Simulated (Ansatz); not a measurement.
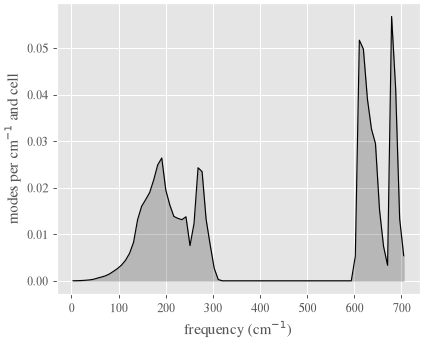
Figure: Phonon density of states of BAs (zinc blende, F-43m); finite displacements on a 6×6×6 mesh, PBE in Ansatz (a first-principles code), k mesh 12×12×12

Dynamical quadrupoles are not included in the interpolation of the phonons between the solved wave vectors.

### Question
Where is the tallest peak, and is there a gap in the spectrum?

### Answer
The tallest peak lies near 680 cm⁻¹. There is at least one gap; the lowest begins near 320 cm⁻¹.
